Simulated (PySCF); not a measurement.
**C₃H₇BFN: electronic excitations and core binding energies**

What electronic excitations and core binding energies should C₃H₇BFN (`C=CCB(N)F`) show?

Computed with PySCF 2.14.0, with density-fitted response routines of our own, on a single molecule in the gas phase. Atoms are numbered from 0 throughout.

## (1) The molecule as given

13 atoms, charge 0, multiplicity 1; geometry from: GFN2-xTB.

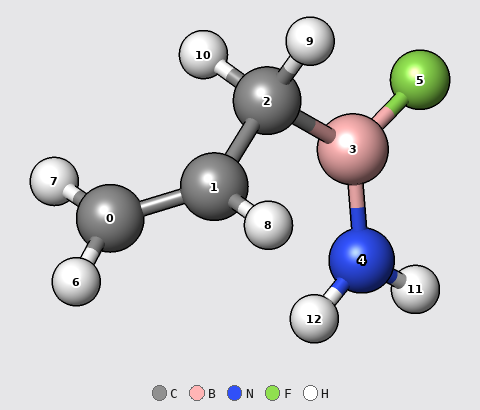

The starting geometry (carbon grey, boron pink, nitrogen blue, fluorine green, hydrogen white), atoms numbered.

## (2) TDDFT and polarisability: CAM-B3LYP/def2-SVPD

Job settings and geometry (Å):

```
{"job": {"kind": "uv", "xc": "CAM-B3LYP", "basis": "def2-SVPD", "nstates": 8, "ntriplets": 3}, "charge": 0, "multiplicity": 1}
C      1.575392    -0.726054     1.147757
C      1.133956     0.144614     0.258112
C     -0.121424     0.941358     0.390774
B     -1.284275     0.475143    -0.598732
N     -1.258744    -0.709956    -1.312934
F     -2.362974     1.257607    -0.751089
H      2.481345    -1.289114     0.999077
H      1.048567    -0.907904     2.070230
H      1.686178     0.305137    -0.659745
H      0.097165     1.995001     0.200020
H     -0.488128     0.879153     1.418062
H     -2.006973    -0.994117    -1.921937
H     -0.504474    -1.370381    -1.257323
```

Level: TDDFT CAM-B3LYP/def2-SVPD, vertical, gas phase, core orbitals frozen in the response.

Launch:

```bash
$ OMP_NUM_THREADS=1 python probes_run.py task.json out
```

One launch serves the whole session: the jobs run in the order shown.

The program printed:

```text
coarse grid: 10832 points
cycle   1  E = -297.6268610781  dE =  6.985e-01  |g| = 5.602e-01  |ddm| = 5.904e+00
cycle   2  E = -297.6307026338  dE = -3.842e-03  |g| = 6.150e-01  |ddm| = 1.312e+00
cycle   3  E = -297.6934176777  dE = -6.272e-02  |g| = 5.928e-02  |ddm| = 5.588e-01
cycle   4  E = -297.6939683743  dE = -5.507e-04  |g| = 2.938e-02  |ddm| = 1.039e-01
cycle   5  E = -297.6941535487  dE = -1.852e-04  |g| = 6.939e-03  |ddm| = 4.394e-02
cycle   6  E = -297.6941629945  dE = -9.446e-06  |g| = 2.043e-03  |ddm| = 1.015e-02
final grid: 105032 points
cycle   7  E = -297.7392880668  dE = -3.635e-05  |g| = 4.783e-03  |ddm| = 8.775e-02
cycle   8  E = -297.7392873522  dE =  7.146e-07  |g| = 5.223e-03  |ddm| = 1.210e-02
cycle   9  E = -297.7392929800  dE = -5.628e-06  |g| = 3.307e-04  |ddm| = 4.937e-03
cycle  10  E = -297.7392929976  dE = -1.757e-08  |g| = 2.012e-04  |ddm| = 7.215e-04
cycle  11  E = -297.7392930054  dE = -7.815e-09  |g| = 4.339e-05  |ddm| = 2.657e-04
cycle  12  E = -297.7392930058  dE = -3.452e-10  |g| = 1.001e-05  |ddm| = 6.204e-05
converged SCF energy = -297.7392930058

Static polarisability (au): isotropic 58.511, principal 49.389 55.793 70.350

Singlet excitations
state   eV       nm        f      main configurations
  1   6.9901    177.4   0.01590   H->L 0.77, H->L+2 0.17
  2   7.2449    171.1   0.30091   H->L+1 0.92
  3   7.5971    163.2   0.03365   H-1->L 0.87
  4   7.8503    157.9   0.00933   H->L+4 0.44, H->L+2 0.34, H->L+3 0.16
  5   7.8989    157.0   0.04003   H->L+2 0.36, H->L+3 0.23, H->L 0.11
  6   8.0138    154.7   0.09313   H->L+5 0.75
  7   8.2510    150.3   0.00539   H-2->L+1 0.60, H-3->L+1 0.14, H->L+3 0.13
  8   8.2788    149.8   0.00662   H->L+3 0.34, H->L+4 0.29, H-2->L+1 0.17

Triplet excitations (Tamm-Dancoff, eV): 4.4650 6.8748 7.1883
```

It took 55 s on 1 thread of Arm Neoverse N1, shared host; peak memory 0.76 GiB.

Frontier orbitals and where they lie:

| orbital | eV | atoms |
| --- | --- | --- |
| HOMO−3 | -11.41 | C2 24 %, C1 19 %, H10 11 % |
| HOMO−2 | -11.10 | C2 22 %, C1 20 %, C0 17 % |
| HOMO−1 | -9.95 | N4 65 %, B3 13 %, F5 6 % |
| HOMO | -8.72 | C0 36 %, C1 31 %, C2 11 % |
| LUMO | 0.98 | B3 50 %, H11 10 %, H12 8 % |
| LUMO+1 | 1.43 | C1 33 %, C0 30 %, H7 8 % |
| LUMO+2 | 2.00 | C0 37 %, H6 16 %, H7 13 % |

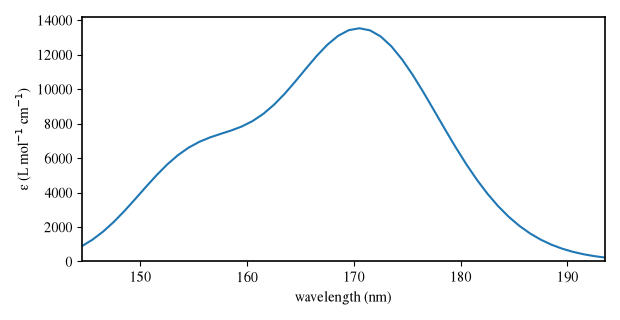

Absorption spectrum: each of the 8 states is a Gaussian band of 0.4 eV half-width at 1/e. Beyond the last state computed it falls off for lack of states.

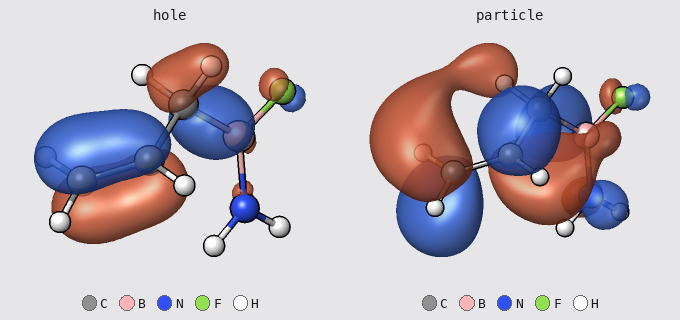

Leading natural transition orbitals of singlet state 2: the electron leaves the hole (left) for the particle orbital (right).

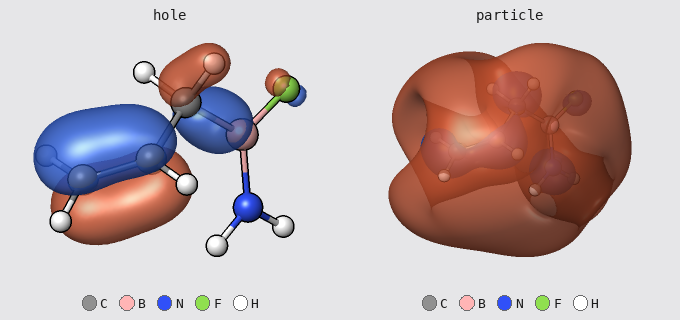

Leading natural transition orbitals of singlet state 1: the electron leaves the hole (left) for the particle orbital (right).

Ground-state properties from the same run:

| property | computed |
| --- | --- |
| dipole moment (D) | 1.90 |
| polarisability (Å³) | 8.67 |
| HOMO–LUMO gap (eV) | 9.69 |
| −ε(HOMO) (eV) | 8.72 |

The fields below are evaluated on a grid from the run's orbitals.

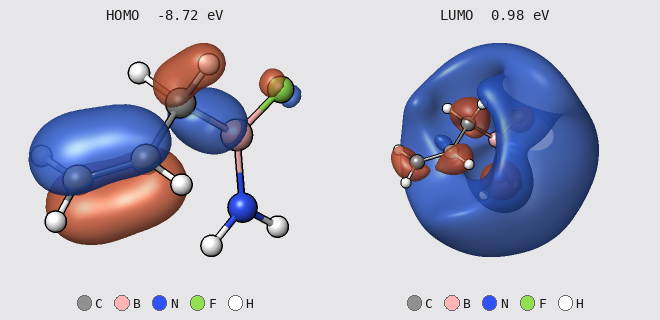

CAM-B3LYP/def2-SVPD orbitals near the gap, drawn at the value that encloses 70 % of each; the two colours are the two signs. The LUMO is diffuse and is cut off by the edge of the grid.

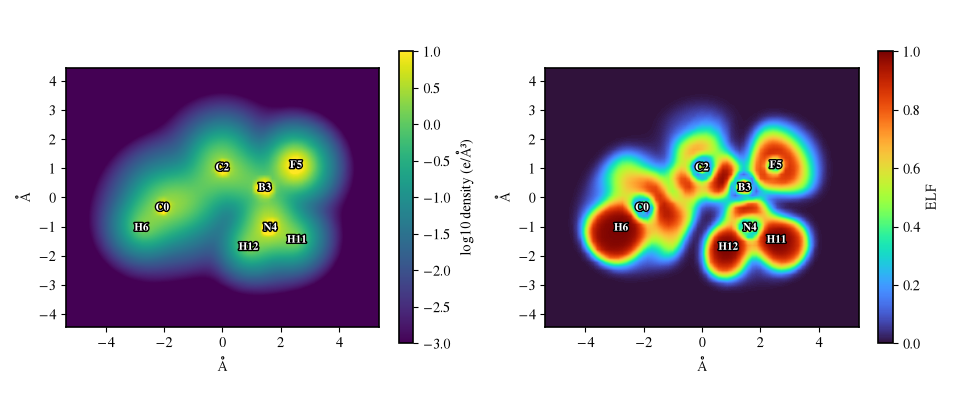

Density (left) and ELF (right) in a plane through or near 8 of the atoms.

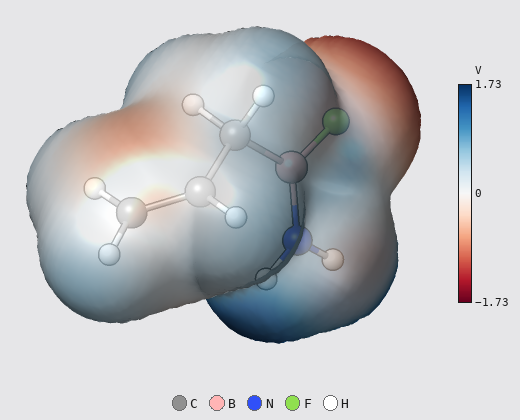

Electrostatic potential on the surface of density 0.002 e/bohr³; red is low, blue high. It runs from -1.12 V near F5 to 1.73 V near H11.

## (3) X-ray photoelectron lines: SCAN, X2C

The job, as its differences from that of step 2:

```diff
@@ -1,2 +1,2 @@
-{"job": {"kind": "uv", "xc": "CAM-B3LYP", "basis": "def2-SVPD", "nstates": 8, "ntriplets": 3}, "charge": 0, "multiplicity": 1}
+{"job": {"kind": "xps"}, "charge": 0, "multiplicity": 1}
 C      1.575392    -0.726054     1.147757
```

Method: delta-SCF UKS SCAN, pcX-2 on the ionised atom, pcseg-1 elsewhere, spin-free X2C.

The program printed:

```text
ground state, core basis on atom 0 (C), 150 functions
  cycle   1  E = -297.96774162  |g| = 6.85e-01
  cycle   2  E = -297.89170700  |g| = 9.34e-01
  cycle   3  E = -298.06998433  |g| = 1.01e-01
  cycle   4  E = -298.07179142  |g| = 3.17e-02
  cycle   5  E = -298.07197172  |g| = 1.13e-02
  cycle   6  E = -298.07199405  |g| = 4.47e-03
  cycle   7  E = -298.07199996  |g| = 1.36e-03
  cycle   8  E = -298.07199943  |g| = 7.27e-04
  cycle   9  E = -298.07200005  |g| = 1.51e-04
  E(ground) = -298.07816097 Eh
hole in C 1s of atom 0
  cycle   1  E = -286.84200788  |g| = 1.50e+00
  cycle   2  E = -285.14519395  |g| = 2.08e+00
  cycle   3  E = -287.12820884  |g| = 7.51e-01
  cycle   4  E = -287.36801782  |g| = 3.19e-01
  cycle   5  E = -287.40493965  |g| = 1.53e-01
  cycle   6  E = -287.41571102  |g| = 3.47e-02
  cycle   7  E = -287.41629367  |g| = 1.00e-02
  cycle   8  E = -287.41634029  |g| = 6.19e-03
  cycle   9  E = -287.41635812  |g| = 2.85e-03
  cycle  10  E = -287.41636378  |g| = 1.28e-03
  cycle  11  E = -287.41636495  |g| = 5.97e-04
  cycle  12  E = -287.41636573  |g| = 3.67e-04
  E(ion) = -287.42209744 Eh   <S^2> = 0.7798   hole on atom = 1.000   binding energy = 289.966 eV
ground state, core basis on atom 1 (C), 150 functions
  cycle   1  E = -298.07228679  |g| = 6.31e-02
  cycle   2  E = -298.07149277  |g| = 6.28e-02
  cycle   3  E = -298.07217645  |g| = 3.69e-02
  cycle   4  E = -298.07253631  |g| = 5.93e-03
  cycle   5  E = -298.07254797  |g| = 8.49e-04
  cycle   6  E = -298.07254740  |g| = 3.04e-04
  E(ground) = -298.07862507 Eh
hole in C 1s of atom 1
  cycle   1  E = -286.82366067  |g| = 1.51e+00
  cycle   2  E = -284.65454622  |g| = 2.23e+00
  cycle   3  E = -287.04843375  |g| = 8.10e-01
  cycle   4  E = -287.33363427  |g| = 3.70e-01
  cycle   5  E = -287.38245208  |g| = 1.60e-01
  cycle   6  E = -287.39382396  |g| = 5.82e-02
  cycle   7  E = -287.39543733  |g| = 1.86e-02
  cycle   8  E = -287.39566815  |g| = 8.11e-03
  cycle   9  E = -287.39576747  |g| = 5.01e-03
  cycle  10  E = -287.39583405  |g| = 4.79e-03
  cycle  11  E = -287.39586816  |g| = 2.50e-03
  cycle  12  E = -287.39588477  |g| = 1.11e-03
  cycle  13  E = -287.39588969  |g| = 5.06e-04
  cycle  14  E = -287.39588998  |g| = 2.48e-04
  E(ion) = -287.40148847 Eh   <S^2> = 0.8245   hole on atom = 1.000   binding energy = 290.540 eV
ground state, core basis on atom 2 (C), 150 functions
  cycle   1  E = -298.07013171  |g| = 5.98e-02
  cycle   2  E = -298.06990261  |g| = 3.73e-02
  cycle   3  E = -298.06992854  |g| = 3.51e-02
  cycle   4  E = -298.07024618  |g| = 8.63e-03
  cycle   5  E = -298.07026445  |g| = 5.04e-04
  cycle   6  E = -298.07026447  |g| = 1.57e-04
  E(ground) = -298.07624342 Eh
hole in C 1s of atom 2
  cycle   1  E = -286.84240587  |g| = 1.51e+00
  cycle   2  E = -286.15154668  |g| = 1.82e+00
  cycle   3  E = -287.30918699  |g| = 4.52e-01
  cycle   4  E = -287.34548178  |g| = 3.35e-01
  cycle   5  E = -287.40377456  |g| = 5.90e-02
  cycle   6  E = -287.40498615  |g| = 3.06e-02
  cycle   7  E = -287.40539413  |g| = 7.84e-03
  cycle   8  E = -287.40542050  |g| = 3.83e-03
  cycle   9  E = -287.40543105  |g| = 1.27e-03
  cycle  10  E = -287.40543300  |g| = 9.88e-04
  cycle  11  E = -287.40543476  |g| = 6.97e-04
  cycle  12  E = -287.40543553  |g| = 4.08e-04
  E(ion) = -287.41015192 Eh   <S^2> = 0.7668   hole on atom = 1.000   binding energy = 290.239 eV
ground state, core basis on atom 3 (B), 150 functions
  cycle   1  E = -298.06980343  |g| = 5.41e-02
  cycle   2  E = -298.06962468  |g| = 4.58e-02
  cycle   3  E = -298.06996530  |g| = 2.09e-02
  cycle   4  E = -298.07003222  |g| = 6.39e-03
  cycle   5  E = -298.07004100  |g| = 1.54e-03
  cycle   6  E = -298.07004210  |g| = 4.24e-04
  E(ground) = -298.07643183 Eh
hole in B 1s of atom 3
  cycle   1  E = -290.42884860  |g| = 1.17e+00
  cycle   2  E = -288.46978518  |g| = 1.94e+00
  cycle   3  E = -290.60197713  |g| = 6.10e-01
  cycle   4  E = -290.79123865  |g| = 2.43e-01
  cycle   5  E = -290.80495998  |g| = 1.87e-01
  cycle   6  E = -290.82049510  |g| = 6.43e-02
  cycle   7  E = -290.82234145  |g| = 2.11e-02
  cycle   8  E = -290.82251973  |g| = 1.03e-02
  cycle   9  E = -290.82260844  |g| = 4.88e-03
  cycle  10  E = -290.82265152  |g| = 3.41e-03
  cycle  11  E = -290.82267368  |g| = 2.46e-03
  cycle  12  E = -290.82268120  |g| = 1.55e-03
  cycle  13  E = -290.82268435  |g| = 7.14e-04
  cycle  14  E = -290.82268730  |g| = 5.43e-04
  cycle  15  E = -290.82268907  |g| = 4.16e-04
  E(ion) = -290.83083711 Eh   <S^2> = 0.7996   hole on atom = 1.000   binding energy = 197.163 eV
ground state, core basis on atom 4 (N), 150 functions
  cycle   1  E = -298.08355599  |g| = 7.29e-02
  cycle   2  E = -298.08350557  |g| = 2.24e-02
  cycle   3  E = -298.08341321  |g| = 3.12e-02
  cycle   4  E = -298.08359575  |g| = 3.16e-03
  cycle   5  E = -298.08359847  |g| = 4.30e-04
  E(ground) = -298.08785254 Eh
hole in N 1s of atom 4
  cycle   1  E = -282.50024539  |g| = 1.86e+00
  cycle   2  E = -281.58315212  |g| = 2.16e+00
  cycle   3  E = -283.08646001  |g| = 4.82e-01
  cycle   4  E = -283.14589956  |g| = 3.21e-01
  cycle   5  E = -283.18471402  |g| = 1.04e-01
  cycle   6  E = -283.18838680  |g| = 3.78e-02
  cycle   7  E = -283.18906225  |g| = 9.16e-03
  cycle   8  E = -283.18908703  |g| = 6.00e-03
  cycle   9  E = -283.18910608  |g| = 1.17e-03
  cycle  10  E = -283.18910587  |g| = 4.24e-04
  E(ion) = -283.19239825 Eh   <S^2> = 0.7630   hole on atom = 1.000   binding energy = 405.326 eV
ground state, core basis on atom 5 (F), 150 functions
  cycle   1  E = -298.11446958  |g| = 1.21e-01
  cycle   2  E = -298.11392412  |g| = 8.15e-02
  cycle   3  E = -298.11426029  |g| = 6.37e-02
  cycle   4  E = -298.11476687  |g| = 5.92e-03
  cycle   5  E = -298.11477402  |g| = 1.19e-03
  cycle   6  E = -298.11477386  |g| = 3.20e-04
  E(ground) = -298.12312900 Eh
hole in F 1s of atom 5
  cycle   1  E = -271.78107582  |g| = 2.58e+00
  cycle   2  E = -271.69980408  |g| = 2.12e+00
  cycle   3  E = -272.59779465  |g| = 3.98e-01
  cycle   4  E = -272.59821428  |g| = 3.55e-01
  cycle   5  E = -272.66139938  |g| = 5.27e-02
  cycle   6  E = -272.66240158  |g| = 2.90e-02
  cycle   7  E = -272.66281764  |g| = 9.15e-03
  cycle   8  E = -272.66285664  |g| = 3.69e-03
  cycle   9  E = -272.66286398  |g| = 3.68e-04
  E(ion) = -272.67861593 Eh   <S^2> = 0.7564   hole on atom = 1.000   binding energy = 692.380 eV
```

It took 2.3 min on 1 thread of Arm Neoverse N1, shared host; peak memory 0.62 GiB.

The holes in one table. −ε is the ground-state orbital energy:

| hole | stands for | environment | ΔSCF (eV) | −ε (eV) | ⟨S²⟩ |
| --- | --- | --- | --- | --- | --- |
| C1s on C0 | C0 | terminal =CH2 carbon | 289.97 | 273.2 | 0.780 |
| C1s on C1 | C1 | alkene CH | 290.54 | 273.7 | 0.825 |
| C1s on C2 | C2 | allylic sp3 CH2 bonded to B | 290.24 | 273.2 | 0.767 |
| B1s on B3 | B3 | boron bonded to C, F, N | 197.16 | 181.0 | 0.800 |
| N1s on N4 | N4 | nitrogen bonded to B, 2 H | 405.33 | 385.9 | 0.763 |
| F1s on F5 | F5 | fluorine bonded to B | 692.38 | 666.2 | 0.756 |

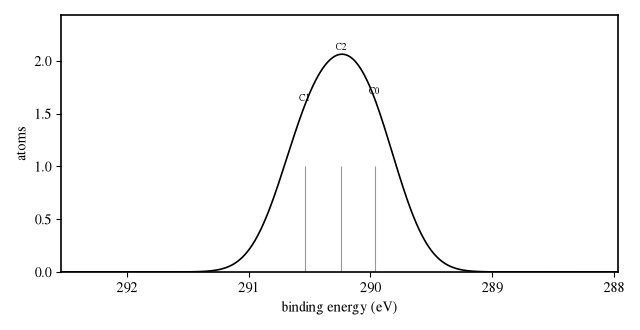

The C1s photoelectron lines, weighted by the number of atoms. Lines are broadened to a width of 0.60 eV (Gaussian).

## (4) What came out

```
                                quantity                               value
    lowest singlet (CAM-B3LYP/def2-SVPD)         6.99 eV (177 nm), f = 0.016
brightest single state of those computed         state 2, 7.24 eV, f = 0.301
                          lowest triplet                             4.46 eV
   surface potential, least and greatest                  -1.12 V and 1.73 V
        C1s binding energies, SCAN/pcX-2  C1 290.54, C2 290.24, C0 289.97 eV
        B1s binding energies, SCAN/pcX-2                        B3 197.16 eV
        N1s binding energies, SCAN/pcX-2                        N4 405.33 eV
        F1s binding energies, SCAN/pcX-2                        F5 692.38 eV
```

What this shows: The lowest singlet, at 6.99 eV, is HOMO→LUMO 0.77, HOMO→LUMO+2 0.17 and is weak; of the 8 states computed, the strongest absorption comes from state 2 at 7.24 eV. The lowest triplet lies 2.53 eV below the lowest singlet (triplets in Tamm-Dancoff, singlets in full TDDFT). C1 (alkene CH) binds its C1s electron 0.57 eV more tightly than C0 (terminal =CH2 carbon).
